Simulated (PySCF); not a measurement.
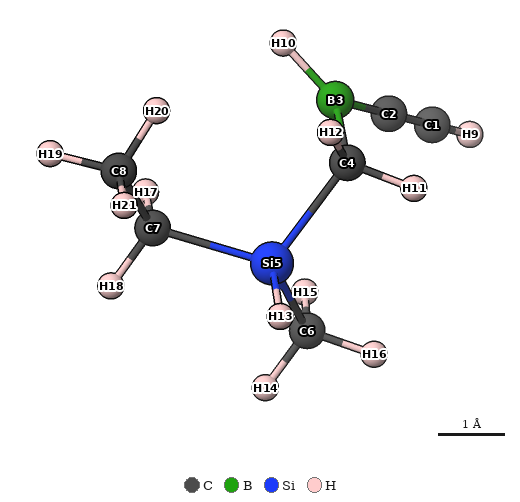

*The input geometry (ball-and-stick view, seen at a tilt; atoms are numbered from 1 in the order of the input).*

# NMR shielding calculation, with input and output: C₆H₁₃BSi

- system: C₆H₁₃BSi
- method: GIAO PBE0/pcSseg-1 NMR shielding, non-relativistic, gas phase (PySCF 2.14.0)

The geometry comes from this level: GFN2-xTB. It belongs to a series of runs on one base structure; here: H on B replaced by ethynyl. Figures and captions count atoms from 1; the log counts them from 0 in places.

The input:
```
{"job": {"kind": "nmr", "xc": "PBE0", "basis": "pcSseg-1"}, "charge": 0, "multiplicity": 1}
C      3.725508    -0.614694     0.082270
C      2.709812    -0.344976    -0.508643
B      1.442861    -0.000255    -1.247429
C      0.676376     1.304658    -0.891934
Si    -0.547013     0.962101     0.555125
C      0.411152     0.526089     2.137504
C     -1.730917    -0.470686     0.119248
C     -2.520028    -0.235473    -1.164745
H      4.610753    -0.854140     0.598321
H      1.038732    -0.747535    -2.058794
H      1.332436     2.103883    -0.550465
H      0.085747     1.690566    -1.721099
H     -1.331580     2.197879     0.767182
H     -0.260167     0.323074     2.966010
H      1.033381    -0.351766     1.989234
H      1.064455     1.339218     2.436838
H     -1.162149    -1.397218     0.018182
H     -2.432857    -0.629082     0.939674
H     -3.198694    -1.063838    -1.363174
H     -1.847361    -0.137524    -2.012927
H     -3.109368     0.675783    -1.090851
```

The first line tells a small driver script what to run in PySCF; the rest is the geometry in Å.

Hardware: 1 CPU thread, shared host.

Run as:
```bash
OMP_NUM_THREADS=1 python <driver script> task.json out
```

The program's output:
```
coarse grid: 17288 points
cycle   1  E = -550.1301242074  dE =  5.212e-01  |g| = 5.906e-01  |ddm| = 3.978e+00
cycle   2  E = -550.0955858924  dE =  3.454e-02  |g| = 6.906e-01  |ddm| = 1.139e+00
cycle   3  E = -550.2133514195  dE = -1.178e-01  |g| = 1.887e-01  |ddm| = 6.498e-01
cycle   4  E = -550.2222284354  dE = -8.877e-03  |g| = 4.099e-02  |ddm| = 1.484e-01
cycle   5  E = -550.2226504515  dE = -4.220e-04  |g| = 9.718e-03  |ddm| = 3.878e-02
cycle   6  E = -550.2226748286  dE = -2.438e-05  |g| = 2.430e-03  |ddm| = 1.297e-02
cycle   7  E = -550.2226764871  dE = -1.658e-06  |g| = 4.698e-04  |ddm| = 2.941e-03
final grid: 160224 points
cycle   8  E = -550.2685946481  dE = -4.776e-05  |g| = 8.484e-03  |ddm| = 3.603e-02
cycle   9  E = -550.2685898644  dE =  4.784e-06  |g| = 9.577e-03  |ddm| = 1.521e-02
cycle  10  E = -550.2686133641  dE = -2.350e-05  |g| = 7.638e-04  |ddm| = 7.973e-03
cycle  11  E = -550.2686134475  dE = -8.335e-08  |g| = 5.135e-04  |ddm| = 9.131e-04
cycle  12  E = -550.2686135134  dE = -6.589e-08  |g| = 1.154e-04  |ddm| = 3.986e-04
cycle  13  E = -550.2686135168  dE = -3.458e-09  |g| = 2.451e-05  |ddm| = 1.243e-04
cycle  14  E = -550.2686135170  dE = -1.480e-10  |g| = 6.237e-06  |ddm| = 2.846e-05
```

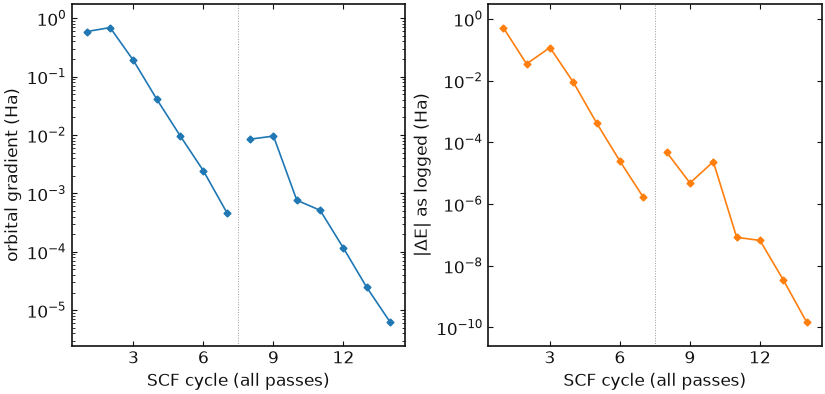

*Convergence of the self-consistent field: orbital gradient and size of the energy change against the SCF cycle. The dotted line marks the change from a coarse to the final integration grid.*

The first 7 cycles use a coarse grid, the final grid takes over at cycle 8, and the field converges after 14 cycles in all.

```
converged SCF energy = -550.2686135170

GIAO shielding tensors (ppm)
atom      isotropic    diamagn.    paramagn.     s11        s22        s33       span
  0 C       54.560     262.242    -207.683      6.532     26.973    130.175    123.643
  1 C       86.039     255.341    -169.302    -23.493    -15.360    296.969    320.462
  2 B       32.958     193.906    -160.948    -53.077     18.853    133.099    186.176
  3 C      157.552     258.739    -101.187    107.039    175.256    190.361     83.321
  4 Si     361.901     882.117    -520.216    324.012    368.701    392.991     68.979
  5 C      189.088     255.108     -66.020    183.993    191.011    192.260      8.267
  6 C      174.779     255.040     -80.261    170.481    173.138    180.718     10.237
  7 C      176.205     246.735     -70.530    169.235    171.611    187.769     18.534
  8 H       27.107      33.588      -6.482     24.740     25.302     31.278      6.537
  9 H       24.898      30.244      -5.346     20.407     25.460     28.828      8.422
 10 H       30.103      31.733      -1.630     26.844     28.184     35.281      8.437
 11 H       29.561      32.138      -2.577     26.108     28.210     34.366      8.258
 12 H       27.114      30.588      -3.475     24.302     25.138     31.901      7.599
 13 H       31.684      31.236       0.449     26.792     29.010     39.252     12.459
 14 H       31.196      34.224      -3.028     26.707     29.608     37.273     10.566
 15 H       31.478      31.313       0.164     27.370     28.491     38.572     11.202
 16 H       31.270      34.794      -3.525     27.401     30.230     36.177      8.776
 17 H       31.025      32.232      -1.208     25.507     30.215     37.352     11.845
 18 H       30.271      28.171       2.100     25.101     27.523     38.189     13.088
 19 H       30.456      31.188      -0.732     25.512     30.108     35.748     10.236
 20 H       30.727      29.267       1.460     26.336     28.841     37.004     10.668
```

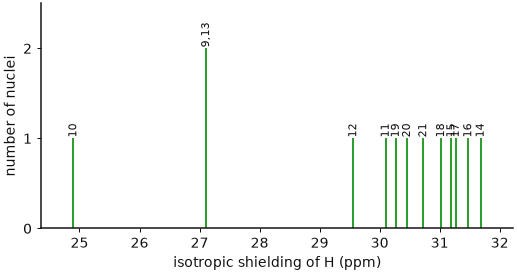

*Isotropic shieldings of the hydrogen nuclei in this fixed geometry, labelled by atom number; shielding grows to the right, so chemical shift grows to the left.*

The least shielded is H10 (24.9 ppm), the most shielded H14 (31.7 ppm).

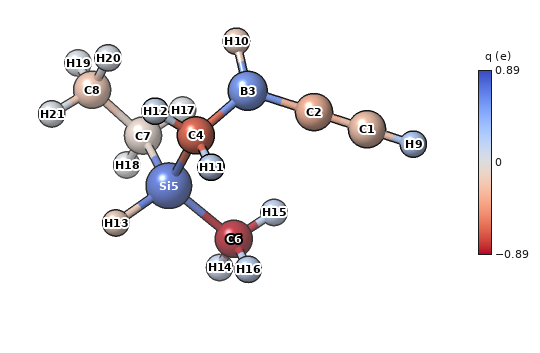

*ESP-fitted charges, as the colour of each atom (ball-and-stick view, seen at a tilt; atoms are numbered from 1 in the order of the input).*

By element: C −0.84 to −0.09, B +0.56, Si +0.71 and H −0.17 to +0.27 e.

Results in brief:

```csv
quantity,value
outcome,converged
total energy,−550.268614 hartree
HOMO,−7.81 eV
LUMO,−1.80 eV
dipole moment,0.75 D
"isotropic shielding, C",54.6 to 189.1 ppm
"isotropic shielding, B",33.0 ppm
"isotropic shielding, Si",361.9 ppm
"isotropic shielding, H",24.9 to 31.7 ppm
wall time,74 s
peak memory,1 GiB
```
